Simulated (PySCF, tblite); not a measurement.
# C₇H₉FO: a rotation path, then NMR shifts on frames, part 2 of 2

tblite 0.8.0 and PySCF 2.14.0. Atoms count from 0. The steps go on from the part before.

### 5 Nuclear shieldings: image 4, PBE0/pcSseg-1

The job: settings as JSON, then the geometry in Å.

```
{"job": {"kind": "nmr", "xc": "PBE0", "basis": "pcSseg-1", "pop": false}, "charge": 0, "multiplicity": 1}
C      2.597500     1.306100    -0.448500
C      1.583800     0.679200    -0.347500
C      0.368700    -0.107800    -0.253700
C      0.702800    -1.617000    -0.339300
F      2.037300    -1.843100    -0.558200
C     -0.665500     0.306200    -1.331000
C     -1.980500     0.468000    -0.544300
O     -1.756300    -0.069400     0.742200
C     -0.412000     0.196400     1.050300
H      3.485000     1.858500    -0.533400
H      0.450300    -2.129100     0.594000
H      0.172900    -2.095800    -1.167800
H     -0.379000     1.240200    -1.812900
H     -0.750100    -0.457100    -2.103100
H     -2.246700     1.531400    -0.462800
H     -2.818900    -0.074700    -0.983000
H     -0.124400    -0.437000     1.889400
H     -0.273700     1.251300     1.333300
```

Level: GIAO PBE0/pcSseg-1 NMR shielding, non-relativistic, gas phase.

What it wrote:

```text
coarse grid: 15360 points
cycle   1  E = -446.4031555196  dE =  1.340e+00  |g| = 7.191e-01  |ddm| = 3.953e+00
cycle   2  E = -446.3270007147  dE =  7.615e-02  |g| = 1.004e+00  |ddm| = 2.222e+00
cycle   3  E = -446.4959286248  dE = -1.689e-01  |g| = 1.298e-01  |ddm| = 1.487e+00
cycle   4  E = -446.4984618148  dE = -2.533e-03  |g| = 7.540e-02  |ddm| = 1.921e-01
cycle   5  E = -446.4997025726  dE = -1.241e-03  |g| = 2.461e-02  |ddm| = 6.822e-02
cycle   6  E = -446.4998415012  dE = -1.389e-04  |g| = 4.732e-03  |ddm| = 2.481e-02
cycle   7  E = -446.4998459977  dE = -4.497e-06  |g| = 1.594e-03  |ddm| = 5.804e-03
final grid: 149616 points
cycle   8  E = -446.5754114031  dE = -4.515e-05  |g| = 1.260e-02  |ddm| = 5.122e-02
cycle   9  E = -446.5753764107  dE =  3.499e-05  |g| = 1.886e-02  |ddm| = 3.705e-02
cycle  10  E = -446.5754412179  dE = -6.481e-05  |g| = 1.912e-03  |ddm| = 2.406e-02
cycle  11  E = -446.5754419353  dE = -7.173e-07  |g| = 6.856e-04  |ddm| = 1.949e-03
cycle  12  E = -446.5754420377  dE = -1.025e-07  |g| = 2.305e-04  |ddm| = 6.680e-04
cycle  13  E = -446.5754420501  dE = -1.234e-08  |g| = 3.885e-05  |ddm| = 2.233e-04
cycle  14  E = -446.5754420504  dE = -2.965e-10  |g| = 1.450e-05  |ddm| = 6.018e-05
converged SCF energy = -446.5754420504

GIAO shielding tensors (ppm)
atom      isotropic    diamagn.    paramagn.     s11        s22        s33       span
  0 C      105.942     258.180    -152.239     34.388     40.188    243.249    208.861
  1 C      100.154     258.511    -158.357     -2.706      4.973    298.195    300.901
  2 C      143.053     246.152    -103.099    125.884    135.209    168.066     42.181
  3 C       86.881     237.225    -150.344     65.323     77.615    117.705     52.382
  4 F      398.806     469.611     -70.804    341.517    368.454    486.447    144.930
  5 C      137.180     248.567    -111.387    107.575    128.298    175.668     68.093
  6 C      115.409     244.752    -129.342     70.144    105.555    170.529    100.385
  7 O      260.655     396.033    -135.378    179.567    247.485    354.913    175.346
  8 C       99.564     244.042    -144.478     65.743     97.929    135.019     69.275
  9 H       29.955      34.294      -4.340     24.727     24.895     40.241     15.514
 10 H       26.973      28.138      -1.165     22.189     29.068     29.664      7.475
 11 H       27.150      28.659      -1.509     22.291     29.144     30.014      7.723
 12 H       29.119      30.194      -1.075     25.016     28.353     33.987      8.971
 13 H       29.525      30.976      -1.451     25.572     28.418     34.585      9.013
 14 H       27.818      28.517      -0.699     22.553     26.918     33.983     11.430
 15 H       27.513      28.135      -0.622     23.050     25.958     33.533     10.483
 16 H       27.582      29.793      -2.211     24.022     27.230     31.493      7.471
 17 H       27.855      29.651      -1.796     22.848     28.315     32.402      9.554
```

It took 30 s on 1 thread of Intel Xeon Platinum 8488C, shared host; peak memory 0.9 GiB.

Key values: δ C3 100.0, C8 87.4, C1 86.8, C0 81.0, H10 4.74, H11 4.57 ppm.

### 6 NMR shieldings: image 6, PBE0/pcSseg-1

The job: settings as JSON, then the geometry in Å.

```
{"job": {"kind": "nmr", "xc": "PBE0", "basis": "pcSseg-1", "pop": false}, "charge": 0, "multiplicity": 1}
C      2.593900     1.307900    -0.537500
C      1.582800     0.680600    -0.415100
C      0.370600    -0.102200    -0.272700
C      0.698900    -1.605500    -0.371300
F      1.974900    -1.874900     0.051800
C     -0.698600     0.296500    -1.318500
C     -1.986900     0.462800    -0.491800
O     -1.720800    -0.074000     0.786500
C     -0.367600     0.196000     1.056300
H      3.477800     1.862100    -0.643700
H      0.026100    -2.187200     0.267000
H      0.634700    -1.962200    -1.403800
H     -0.426400     1.228000    -1.813700
H     -0.805800    -0.474400    -2.080300
H     -2.249000     1.526800    -0.404300
H     -2.838800    -0.078900    -0.905100
H     -0.050400    -0.444600     1.879100
H     -0.224100     1.249300     1.340500
```

Level: GIAO PBE0/pcSseg-1 NMR shielding, non-relativistic, gas phase.

What it wrote:

```text
coarse grid: 15360 points
cycle   1  E = -446.4095608411  dE =  1.339e+00  |g| = 7.153e-01  |ddm| = 3.977e+00
cycle   2  E = -446.3351826115  dE =  7.438e-02  |g| = 9.960e-01  |ddm| = 2.174e+00
cycle   3  E = -446.5014364001  dE = -1.663e-01  |g| = 1.284e-01  |ddm| = 1.441e+00
cycle   4  E = -446.5039543918  dE = -2.518e-03  |g| = 7.249e-02  |ddm| = 1.885e-01
cycle   5  E = -446.5050812700  dE = -1.127e-03  |g| = 2.518e-02  |ddm| = 6.765e-02
cycle   6  E = -446.5052270583  dE = -1.458e-04  |g| = 4.867e-03  |ddm| = 2.437e-02
cycle   7  E = -446.5052317941  dE = -4.736e-06  |g| = 1.633e-03  |ddm| = 5.621e-03
final grid: 149616 points
cycle   8  E = -446.5809487238  dE = -4.944e-05  |g| = 1.258e-02  |ddm| = 6.305e-02
cycle   9  E = -446.5809142012  dE =  3.452e-05  |g| = 1.879e-02  |ddm| = 3.732e-02
cycle  10  E = -446.5809787405  dE = -6.454e-05  |g| = 1.910e-03  |ddm| = 2.330e-02
cycle  11  E = -446.5809794488  dE = -7.083e-07  |g| = 6.890e-04  |ddm| = 1.985e-03
cycle  12  E = -446.5809795504  dE = -1.016e-07  |g| = 2.473e-04  |ddm| = 6.898e-04
cycle  13  E = -446.5809795646  dE = -1.423e-08  |g| = 4.106e-05  |ddm| = 2.511e-04
cycle  14  E = -446.5809795650  dE = -3.340e-10  |g| = 1.494e-05  |ddm| = 6.591e-05
converged SCF energy = -446.5809795650

GIAO shielding tensors (ppm)
atom      isotropic    diamagn.    paramagn.     s11        s22        s33       span
  0 C      106.685     258.251    -151.566     34.441     41.307    244.307    209.866
  1 C       98.824     258.947    -160.123     -5.029      3.387    298.113    303.143
  2 C      142.907     245.118    -102.211    124.095    138.800    165.827     41.732
  3 C       92.587     237.412    -144.825     61.201     82.117    134.442     73.242
  4 F      403.413     470.913     -67.500    352.538    387.369    470.332    117.793
  5 C      142.324     249.163    -106.839    107.445    143.852    175.675     68.230
  6 C      116.315     244.577    -128.262     72.111    106.234    170.599     98.487
  7 O      264.947     395.846    -130.899    179.878    260.156    354.807    174.928
  8 C      103.090     244.482    -141.392     69.070     99.971    140.229     71.159
  9 H       29.974      34.345      -4.372     24.703     24.872     40.346     15.642
 10 H       27.040      28.240      -1.200     22.593     28.785     29.743      7.150
 11 H       27.424      28.409      -0.985     22.117     29.698     30.456      8.339
 12 H       29.254      30.244      -0.990     24.771     28.514     34.476      9.705
 13 H       29.957      30.850      -0.893     25.785     28.861     35.226      9.441
 14 H       27.871      28.533      -0.662     22.579     26.894     34.141     11.562
 15 H       27.636      28.041      -0.405     23.078     25.968     33.861     10.783
 16 H       27.500      29.678      -2.178     23.619     27.222     31.658      8.039
 17 H       27.966      29.694      -1.728     22.943     28.322     32.632      9.689
```

Run time: 31 s. Hardware: 1 thread of Intel Xeon Platinum 8488C, shared host; peak memory 0.9 GiB.

This run: δ C3 94.3, C1 88.1, C8 83.8, C0 80.2, H10 4.68, H11 4.29 ppm.

### 7 NMR shieldings: image 8, PBE0/pcSseg-1

The job: settings as JSON, then the geometry in Å.

```
{"job": {"kind": "nmr", "xc": "PBE0", "basis": "pcSseg-1", "pop": false}, "charge": 0, "multiplicity": 1}
C      2.582900     1.331600    -0.611800
C      1.583900     0.688500    -0.471600
C      0.377900    -0.096400    -0.297400
C      0.701300    -1.593100    -0.402800
F      1.611100    -1.968600     0.552300
C     -0.729200     0.274900    -1.312200
C     -1.984100     0.459100    -0.435200
O     -1.677000    -0.084000     0.829900
C     -0.317700     0.191600     1.055000
H      3.459400     1.894800    -0.733400
H     -0.203500    -2.185600    -0.230600
H      1.145200    -1.834300    -1.374700
H     -0.479200     1.192500    -1.842100
H     -0.865700    -0.520600    -2.043300
H     -2.225700     1.527000    -0.335100
H     -2.858900    -0.068700    -0.816500
H      0.040000    -0.448500     1.861100
H     -0.169600     1.246200     1.331800
```

Level: GIAO PBE0/pcSseg-1 NMR shielding, non-relativistic, gas phase.

What it wrote:

```text
coarse grid: 15360 points
cycle   1  E = -446.4174562150  dE =  1.341e+00  |g| = 7.122e-01  |ddm| = 4.010e+00
cycle   2  E = -446.3443964608  dE =  7.306e-02  |g| = 9.903e-01  |ddm| = 2.064e+00
cycle   3  E = -446.5086343384  dE = -1.642e-01  |g| = 1.262e-01  |ddm| = 1.377e+00
cycle   4  E = -446.5110908039  dE = -2.456e-03  |g| = 6.929e-02  |ddm| = 1.837e-01
cycle   5  E = -446.5121040757  dE = -1.013e-03  |g| = 2.559e-02  |ddm| = 6.636e-02
cycle   6  E = -446.5122551298  dE = -1.511e-04  |g| = 4.908e-03  |ddm| = 2.377e-02
cycle   7  E = -446.5122599824  dE = -4.853e-06  |g| = 1.614e-03  |ddm| = 5.534e-03
final grid: 149616 points
cycle   8  E = -446.5872631370  dE = -4.804e-05  |g| = 1.256e-02  |ddm| = 7.787e-02
cycle   9  E = -446.5872291459  dE =  3.399e-05  |g| = 1.869e-02  |ddm| = 3.738e-02
cycle  10  E = -446.5872930042  dE = -6.386e-05  |g| = 1.933e-03  |ddm| = 2.278e-02
cycle  11  E = -446.5872937351  dE = -7.309e-07  |g| = 6.685e-04  |ddm| = 1.981e-03
cycle  12  E = -446.5872938302  dE = -9.518e-08  |g| = 2.435e-04  |ddm| = 6.902e-04
cycle  13  E = -446.5872938440  dE = -1.381e-08  |g| = 4.047e-05  |ddm| = 2.652e-04
cycle  14  E = -446.5872938444  dE = -3.319e-10  |g| = 1.409e-05  |ddm| = 6.702e-05
converged SCF energy = -446.5872938444

GIAO shielding tensors (ppm)
atom      isotropic    diamagn.    paramagn.     s11        s22        s33       span
  0 C      108.922     258.313    -149.390     38.835     41.027    246.905    208.070
  1 C       95.766     259.193    -163.427     -7.150     -3.326    297.774    304.924
  2 C      143.031     244.201    -101.170    122.611    147.210    159.273     36.662
  3 C       98.249     238.094    -139.845     62.022     82.547    150.178     88.155
  4 F      408.934     472.637     -63.704    371.432    401.182    454.186     82.754
  5 C      147.681     249.086    -101.405    112.264    154.280    176.499     64.235
  6 C      115.793     244.399    -128.605     71.197    105.783    170.400     99.202
  7 O      270.549     395.698    -125.149    185.111    275.393    351.142    166.031
  8 C      108.159     244.767    -136.608     68.881    101.218    154.378     85.498
  9 H       30.028      34.380      -4.352     24.717     24.837     40.531     15.814
 10 H       27.307      28.592      -1.285     22.762     28.941     30.217      7.455
 11 H       27.209      28.237      -1.028     22.651     28.353     30.622      7.971
 12 H       29.653      30.215      -0.562     24.959     28.615     35.386     10.427
 13 H       30.213      30.581      -0.368     25.971     28.909     35.761      9.790
 14 H       27.811      28.521      -0.710     22.452     26.817     34.165     11.713
 15 H       27.569      27.997      -0.429     23.012     25.851     33.843     10.831
 16 H       27.203      29.320      -2.117     23.168     27.275     31.167      7.999
 17 H       28.018      29.814      -1.795     22.749     28.442     32.864     10.115
```

Run time: 32 s. Hardware: 1 thread of Intel Xeon Platinum 8488C, shared host; peak memory 0.9 GiB.

This run: δ C1 91.2, C3 88.7, C8 78.8, C0 78.0, H16 4.51, H11 4.51 ppm.

### 8 Comparing the runs: NMR shifts

Shifts (ppm) of some atoms, chosen among heavy atoms and hydrogens apart, with basis size and wall time:

```
  frame     C3    C8    C5   H16   H13      F4    O7  functions  time
image 0   91.5  79.3  38.8  3.74  2.68  -247.2  67.3        198  31 s
image 2   96.4  83.5  45.9  3.98  2.47  -240.8  70.8        198  32 s
image 4  100.0  87.4  49.7  4.14  2.19  -227.9  75.4        198  30 s
image 6   94.3  83.8  44.6  4.22  1.76  -232.5  71.1        198  31 s
image 8   88.7  78.8  39.2  4.51  1.50  -238.0  65.5        198  32 s
```

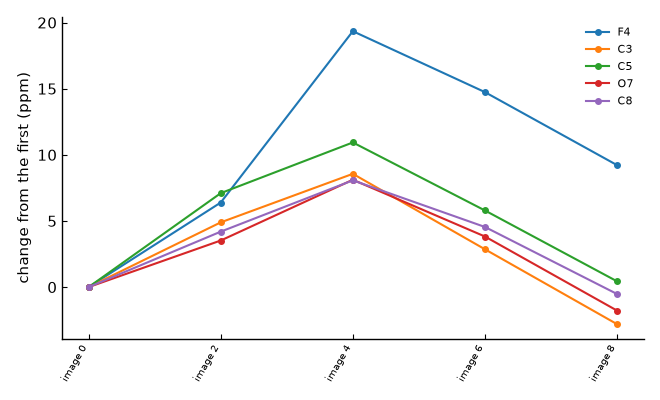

How five of the tabulated atoms move from run to run.

### 9 Summary of results

The summary covers parts 1 to 2.

```
                                         quantity                                                     value
                                          barrier                        0.183 eV (4.2 kcal/mol) at image 4
                            end to end (GFN2-xTB)                                                  0.003 eV
  13C shifts against TMS (PBE0/pcSseg-1, image 0)              91.5, 91.4, 79.3, 77.7, 72.1, 44.4, 38.8 ppm
   1H shifts against TMS (PBE0/pcSseg-1, image 0)  4.76, 4.36, 4.28, 4.02, 3.74, 3.70, 2.68, 2.12, 1.68 ppm
19F shifts against CFCl3 (PBE0/pcSseg-1, image 0)                                                -247.2 ppm
  17O shifts against H2O (PBE0/pcSseg-1, image 0)                                                  67.3 ppm
                         range of the shift of F4                                      -247.2 to -227.9 ppm
```

**Reading.** Along the band the dihedral turns by 126°, and the top (dihedral -4°) lies 4.2 kcal/mol above the start (GFN2-xTB, rough), so at room temperature this motion is fast. The top was not checked by a frequency run. Shifts at one fixed geometry are not the observed spectrum, which averages over the motion. In the first frame run (image 0): The widest tensor belongs to C1: span 310 ppm, with a paramagnetic part of -164 ppm. In ppm, F4 moves most: its shift spreads over 19.3 ppm, from -247.2 (image 0) to -227.9 (image 4).
